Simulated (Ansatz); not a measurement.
# GaPHS (quartet): from Hartree-Fock to the top rungs, cc-pVDZ

How much of the correlation energy of GaPHS (quartet) does each wave-function method recover here?

The runs use Ansatz 0.2.0, Gaussian basis; cc-pVDZ, core rule «outside noble gas», up to 24 orbitals frozen.

Plan: UHF; CCSD(T) on ROHF; CCSD(T) on UHF; BCCD(T) on ROHF; CISD; CCSDT(Q) on ROHF; CCSDT(Q) on UHF; CASSCF and NEVPT2, 11 electrons in 11 orbitals.

27 further runs of the same task are left out: 6 for a known fault of the program, 9 that didn't finish, 12 set aside as unsound or not needed.

## 1. What is computed

The geometry is a PBE0/def2-TZVP stationary point (not a proven minimum) of the parent state, kept for this charge and spin. No spin-orbit coupling is included. The filled d shell of Ga may be among the frozen orbitals whatever the setting's name suggests; the logs give the count.

4 atoms, charge 0, spin multiplicity 4.

Atoms are counted from 1 here; the program's logs count them from 0.

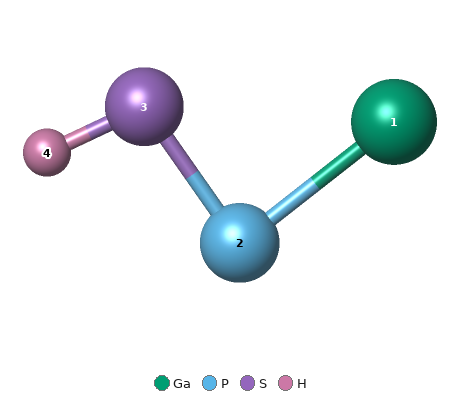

The structure; gallium teal, phosphorus blue, sulfur purple, hydrogen pink; atoms are numbered from 1 in the order of the file.

## 2. UHF

in.yaml

```yaml
crystal:
  periodic: [false, false, false]
  atoms:
    - {symbol: Ga, position_ang: [0.000000, -0.181071, 1.254308]}
    - {symbol: P, position_ang: [0.000000, 1.130788, -0.824606]}
    - {symbol: S, position_ang: [0.000000, -0.690919, -1.833298]}
    - {symbol: H, position_ang: [0.000000, -0.243652, -3.103616]}
basis:
  gaussian: {orbitals: cc-pVDZ}
magnetization: {spin_polarized: true, initial_magnetization: 3}
hamiltonian: {xc: hf}
output: {orbitals: {seedname: orbitals}}
```

On the command line:

```sh
> ansatz run in.yaml --threads 1 --pin off --events-out ev --progress --plain --max-ram 2393MiB
```

The runs that follow: CCSD(T) on ROHF; CCSD(T) on UHF; BCCD(T) on ROHF; CISD; CCSDT(Q) on ROHF; CCSDT(Q) on UHF; CASSCF and NEVPT2, 11 electrons in 11 orbitals.

Before running them: what should the planned runs give, taken together? Wanted: UCCSDT(Q) below the RHF energy; RMP2 from UCCSDT(Q); UMP2 from UCCSDT(Q); RCCSD from UCCSDT(Q); RCCSD(T) from UCCSDT(Q); UCCSD(T) from UCCSDT(Q); RCCSDT(Q) from UCCSDT(Q); NEVPT2 valence from UCCSDT(Q); T1 diagnostic.

As calculated:

| quantity | value |
| --- | --- |
| UCCSDT(Q) below the RHF energy | -8.8649 eV |
| RMP2 from UCCSDT(Q) | +34.50 kcal/mol |
| UMP2 from UCCSDT(Q) | +35.66 kcal/mol |
| RCCSD from UCCSDT(Q) | +9.66 kcal/mol |
| RCCSD(T) from UCCSDT(Q) | +1.92 kcal/mol |
| UCCSD(T) from UCCSDT(Q) | +1.80 kcal/mol |
| RCCSDT(Q) from UCCSDT(Q) | +0.23 kcal/mol |
| NEVPT2 valence from UCCSDT(Q) | +31.02 kcal/mol |
| levels within 1 kcal/mol (43 meV) | RCCSDT, UCCSDT, RCCSDT(Q) |
| T1 diagnostic | 0.040 |
| effectively unpaired electrons | 3.03 |

RCCSD(T) misses by +1.92 kcal/mol, 0.9 % of the correlation energy. One determinant dominates. These misses are within one basis, not against nature; the frozen cores of restricted and unrestricted runs differ, which can shift their rows.
